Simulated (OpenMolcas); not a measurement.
**CH5BO2 (SMILES COBO): levels of theory compared**

Aim: a comparison of 6 runs (HF/3-21G, HF/cc-pVDZ, B3LYP/cc-pVDZ, PBE/cc-pVDZ, SVWN5/cc-pVDZ, CCSD(T)/cc-pVDZ) of CH5BO2. 

The results are computed with OpenMolcas 26.06.

1 further run of the same task is left out (set aside as unsound or not needed).

### Step 1. The system as given

CH5BO2 has 9 atoms, charge 0, and is taken as a singlet. As SMILES, `COBO`. The shape is that of a PBE0-D4/def2-TZVP optimisation. This is one conformer, not always the lowest.

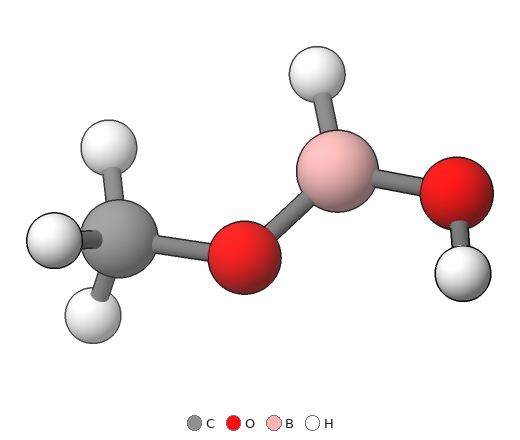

The structure, seen from a chosen angle (carbon grey, oxygen red, boron pink, hydrogen white).

### Step 2. Energy and forces at HF/3-21G (run 1)

coord.xyz

```xyz
9

C      0.281800     0.801900    -1.057400
O     -0.113500     0.454800     0.251000
B     -0.134900    -0.834100     0.671600
O     -0.524600    -1.118500     1.938500
H      0.568100    -0.079800    -1.637600
H      1.131400     1.486400    -1.006200
H     -0.544800     1.307500    -1.561700
H      0.183900    -1.738400    -0.047600
H     -0.758900    -0.326300     2.432200
```

mol.input

```
>>> EXPORT MOLCAS_PRINT=2
&GATEWAY
BasLib
$CurrDir
Coord
coord.xyz
Basis
3-21G
Group
NoSym
&SEWARD
&SCF
Thresholds
1e-10 1e-07 1e-07 1e-05
PrOrbitals
1 1
&ALASKA
```

The basis set 3-21G is read from a file made from the Basis Set Exchange's data (not shown).

Launch:

```bash
$ export MOLCAS_MEM=1860
$ pymolcas mol.input > mol.log
```

Log:

```text
--- Start Module: gateway ---
[...]
--- Stop Module: gateway /rc=_RC_ALL_IS_WELL_ ---
[...]
      Basis functions           46
[...]
--- Start Module: scf ---
[...]
       Convergence after  12 Iterations
[...]
::    Total SCF energy                               -214.0942297468
[...]
      Total spin, S                                     0.0000000000
[...]
      Total electronic charge=   32.000000
      Total            charge=   -0.000000
[...]
      Dipole Moment (debye):
      Origin of the operator (angstrom)=   -0.1287   -0.1586    0.4645
                   X=  3.0630E-01               Y=  1.7323E+00               Z= -1.4285E+00           Total=  2.2661E+00
      Quadrupole Moment (debye*angstrom):
[...]
 *              Molecular gradients               *
 **************************************************
  Irreducible representation: a
 ------------------------------------------------------------------------------------------
                              X                       Y                       Z
 ------------------------------------------------------------------------------------------
  C1               -7.26386690884340E-03   -1.51255721659136E-02    2.63756229417176E-02
  O2                3.19691396370136E-03   -5.77743821381027E-03   -8.03519259484209E-03
  B3               -5.91276482571423E-03    2.43569927033338E-02    1.09108510409452E-02
  O4                3.37282146981366E-03   -9.70405200272140E-04   -9.88457619736138E-03
  H5                1.81353005771534E-03   -6.73856464174816E-03   -3.26002631205302E-03
  H6                5.82747480834245E-03    5.02126610453146E-03    1.17005756488336E-03
  H7               -6.20712652082833E-03    3.73728027970355E-03   -2.83890148508603E-03
  H8                1.80399355907856E-03   -4.13323249117514E-03   -4.25812901194056E-03
[...]
```

Wall time 3.6 s (1 thread of AMD EPYC 7R43 (Zen 3), shared host); peak memory 0.38 GiB.

### Step 3. Energy and forces at HF/cc-pVDZ (run 2)

mol.xyz

```xyz
9

C      0.281800     0.801900    -1.057400
O     -0.113500     0.454800     0.251000
B     -0.134900    -0.834100     0.671600
O     -0.524600    -1.118500     1.938500
H      0.568100    -0.079800    -1.637600
H      1.131400     1.486400    -1.006200
H     -0.544800     1.307500    -1.561700
H      0.183900    -1.738400    -0.047600
H     -0.758900    -0.326300     2.432200
```

calc.inp

```
&gateway
baslib=$CurrDir
coord=mol.xyz
basis=cc-pVDZ
group=NoSym
&seward
&scf
thresholds=1e-10 1e-07 1e-07 1e-05
prorbitals=1 2
&alaska
```

The basis set cc-pVDZ is read from a file made from the Basis Set Exchange's data (not shown).

Launch:

```bash
$ export MOLCAS_MEM=1860
$ pymolcas calc.inp > calc.log
```

Log:

```text
--- Start Module: gateway ---
[...]
--- Stop Module: gateway /rc=_RC_ALL_IS_WELL_ ---
[...]
      Basis functions           81
[...]
--- Start Module: scf ---
[...]
       Convergence after  13 Iterations
[...]
::    Total SCF energy                               -215.2957543967
[...]
      Total spin, S                                     0.0000000000
[...]
      Total electronic charge=   32.000000
      Total            charge=   -0.000000
[...]
      Dipole Moment (debye):
      Origin of the operator (angstrom)=   -0.1287   -0.1586    0.4645
                   X=  2.2563E-01               Y=  1.4942E+00               Z= -1.1145E+00           Total=  1.8777E+00
      Quadrupole Moment (debye*angstrom):
[...]
 *              Molecular gradients               *
 **************************************************
  Irreducible representation: a
 ------------------------------------------------------------------------------------------
                              X                       Y                       Z
 ------------------------------------------------------------------------------------------
  C1                7.18269072846001E-04   -3.71881900602666E-05   -2.28657983893843E-03
  O2               -1.63053196063712E-03    2.44275119741211E-03    4.54872016024854E-03
  B3                1.39247436484813E-03   -2.43933061131685E-03   -3.92658625475883E-03
  O4                2.83906938522760E-03   -1.44092853108617E-02   -4.54409948250856E-03
  H5                5.32043928382686E-04   -1.95062571897520E-03   -9.91976996705723E-04
  H6                1.24155266814441E-03    1.04589655097831E-03   -7.71704104114979E-05
  H7               -1.12104159517568E-03    7.86037342002111E-04   -8.87440035710618E-04
  H8                1.49481175119925E-04    7.67017138850523E-04   -5.51355491198224E-04
[...]
```

It took 11 s on 1 thread of AMD EPYC 7R43 (Zen 3), shared host; peak memory 0.45 GiB.

Runs 3 to 5 aren't shown in full; the table further down has their settings and results.

### Step 4. The energy at CCSD(T)/cc-pVDZ (run 6)

mol.input

```
&GATEWAY
BasLib
$CurrDir
Coord
9
angstrom
C        0.281800       0.801900      -1.057400
O       -0.113500       0.454800       0.251000
B       -0.134900      -0.834100       0.671600
O       -0.524600      -1.118500       1.938500
H        0.568100      -0.079800      -1.637600
H        1.131400       1.486400      -1.006200
H       -0.544800       1.307500      -1.561700
H        0.183900      -1.738400      -0.047600
H       -0.758900      -0.326300       2.432200
Basis
cc-pVDZ
Group
NoSym
&SEWARD
&SCF
Thresholds
1e-10 1e-07 1e-07 1e-05
PrOrbitals
1 2
&RASSCF
FileOrb
$Project.ScfOrb
Spin
1
Nactel
0 0 0
Inactive
16
Ras2
0
OutOrbitals
Canonical
OrbListing
NoCore
&MOTRA
JobIph
Frozen
4
&CCSDT
CCT
Triples
2
Iterations
80
Accuracy
1e-08
Extrapolation
5 4
```

The basis set cc-pVDZ is read from a file made from the Basis Set Exchange's data (not shown).

Launch:

```bash
$ export MOLCAS_MEM=1860
$ pymolcas mol.input > mol.log
```

Log:

```text
--- Start Module: gateway ---
[...]
--- Stop Module: gateway /rc=_RC_ALL_IS_WELL_ ---
[...]
      Basis functions           81
[...]
       Convergence after  13 Iterations
[...]
::    Total SCF energy                               -215.2957543967
[...]
      Total spin, S                                     0.0000000000
[...]
      Number of active orbitals                  0
[...]
      Spin quantum number                      0.0
[...]
      Active orbitals                            0
[...]
      Number of CSFs                             1
[...]
      Number of root(s) required                 1
[...]
      Convergence after  4 iterations
[...]
      Natural orbitals and occupation numbers for root  1
      ************************************************************************************************************************
      *                                                    Final results                                                     *
      ************************************************************************************************************************
[...]
::    RASSCF root number  1 Total energy:   -215.29575440
[...]
      Total electronic charge=   32.000000
      Total            charge=   -0.000000
[...]
      Dipole Moment (debye):
      Origin of the operator (angstrom)=   -0.1287   -0.1586    0.4645
                   X=  2.2563E-01               Y=  1.4942E+00               Z= -1.1145E+00           Total=  1.8777E+00
      Quadrupole Moment (debye*angstrom):
[...]
--- Start Module: motra ---
[...]
--- Stop Module: motra /rc=_RC_ALL_IS_WELL_ ---
[...]
--- Start Module: ccsdt ---
[...]
      Convergence after                    17  Iterations
      Total energy (diff) :    -215.92914852      -0.00000000
[...]
 METHOD                       : CCSD+T(CCSD)+<T3(1)WT1> = CCSD(T)
[...]
       CCSD     =      -215.9291485236009
[...]
```

Wall time 71 s (1 thread of AMD EPYC 7R43 (Zen 3), shared host); peak memory 0.45 GiB.

### Step 5. The series

```csv
run,level,integration grid,task,energy (Eh),dipole moment (D) of the reference,HOMO energy (eV),LUMO energy (eV),wall time
1,HF/3-21G,–,gradient,-214.094230,2.27,-12.29,5.67,3.6 s
2,HF/cc-pVDZ,–,gradient,-215.295754,1.88,-12.45,5.04,11 s
3,B3LYP/cc-pVDZ,UltraFine,gradient,-216.514171,1.75,-8.08,1.18,46 s
4,PBE/cc-pVDZ,UltraFine,gradient,-216.243258,1.71,-6.76,0.40,48 s
5,SVWN5/cc-pVDZ,UltraFine,gradient,-214.756559,1.78,-6.89,0.18,40 s
6,CCSD(T)/cc-pVDZ,–,energy,-215.944785,1.88,-12.45,5.04,71 s
```

### Step 6. What came out

```
                                          quantity          value
                               run 6: total energy  -215.94478 Eh
         run 6: dipole moment (mean-field density)         1.88 D
        run 6: HOMO energy (Hartree–Fock orbitals)      -12.45 eV
        run 6: LUMO energy (Hartree–Fock orbitals)        5.04 eV
      run 6: HOMO–LUMO gap (Hartree–Fock orbitals)       17.49 eV
run 6: correlation energy (4 core orbitals frozen)     -649.0 mEh
                             run 6: (T) correction     -15.64 mEh
```

In words: Over runs 1, 2, 3, 4, 5 the dipole moment (its size) runs from 1.71 D (PBE/cc-pVDZ) to 2.27 D (HF/3-21G). The two ends differ in method and basis. Over runs 1, 2, 3, 4, 5 the HOMO–LUMO gap runs from 7.06 eV (SVWN5/cc-pVDZ) to 17.96 eV (HF/3-21G). Totals of different functionals can't be ranked against each other. All runs together took 3.7 min, the longest 71 s.
